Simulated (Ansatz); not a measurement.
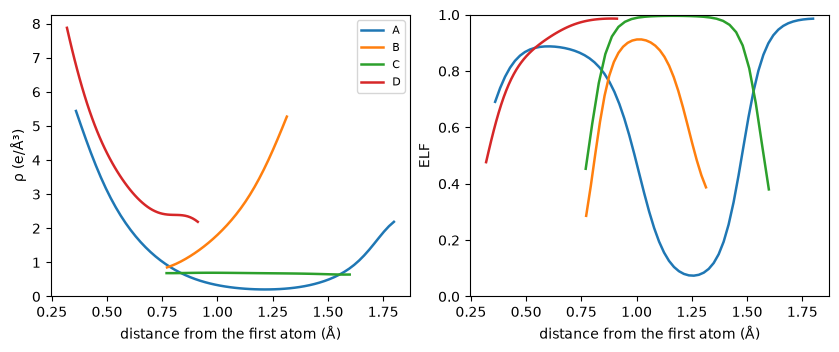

Figure. H8OSi3···HF. Total electron density and electron localisation function along straight lines between neighbouring atoms. The curves leave out the atomic cores.

Level of theory: Ansatz 0.2.0, RHF/def2-SVP.

The calculation's input:

```
crystal:
  periodic: [false, false, false]
  atoms:
    - { symbol: Si, position_ang: [-1.120092, -0.030338, 0.471959] }
    - { symbol: F, position_ang: [0.837788, -2.284806, 0.497853] }
    - { symbol: H, position_ang: [-1.947862, -1.242357, 0.607015] }
    - { symbol: H, position_ang: [-2.04013, 1.122213, 0.312747] }
    - { symbol: Si, position_ang: [0.2987, 0.396103, 2.315976] }
    - { symbol: H, position_ang: [0.903619, -2.002184, -0.351633] }
    - { symbol: O, position_ang: [-0.211222, -0.137268, -0.986612] }
    - { symbol: Si, position_ang: [0.2544, 0.514969, -2.418372] }
    - { symbol: H, position_ang: [-0.402341, 1.296009, 3.268421] }
    - { symbol: H, position_ang: [1.509202, 1.099588, 1.825127] }
    - { symbol: H, position_ang: [0.692133, -0.833113, 3.03334] }
    - { symbol: H, position_ang: [1.310959, -0.352229, -2.988038] }
    - { symbol: H, position_ang: [-0.883365, 0.576162, -3.360882] }
    - { symbol: H, position_ang: [0.798511, 1.877352, -2.226901] }
basis:
  gaussian: { orbitals: def2-SVP }
hamiltonian:
  xc: hf
relax:
  f_tol: 0.03
  max_steps: 50
output:
  orbitals: {}
```

Command:

```sh
ansatz run input.yaml --threads 2 --pin off --max-ram 3072MiB --backend cpu --events-out ev --progress --plain --runs-dir out
```

The fields are those of the relaxed geometry.

Q: Which curve belongs to which contact (F–H, O–H, Si–O and Si–Si)? The first atom named is at distance zero.

A: Curve A: O7···H6 (1.80 Å): the density falls to about 0.21 e/Å³ on the way; the ELF dips to about 0.05 between them (by its geometry a hydrogen bond between the two molecules, with no shared pair). Curve B: Si–O (1.67 Å): the density is about 1 e/Å³ at the midpoint; the ELF peaks at about 0.90 between the atoms, as expected for a shared but strongly polarised pair. Curve C: Si–Si (2.37 Å): the density is about 0.68 e/Å³ at the midpoint; the ELF peaks at about 1 between the atoms; a covalent bond. Curve D: F–H (0.91 Å): the density is about 4.8 e/Å³ at the midpoint; the ELF climbs to about 1 towards the hydrogen, as it does in any bond to H (an ordinary covalent bond to hydrogen).
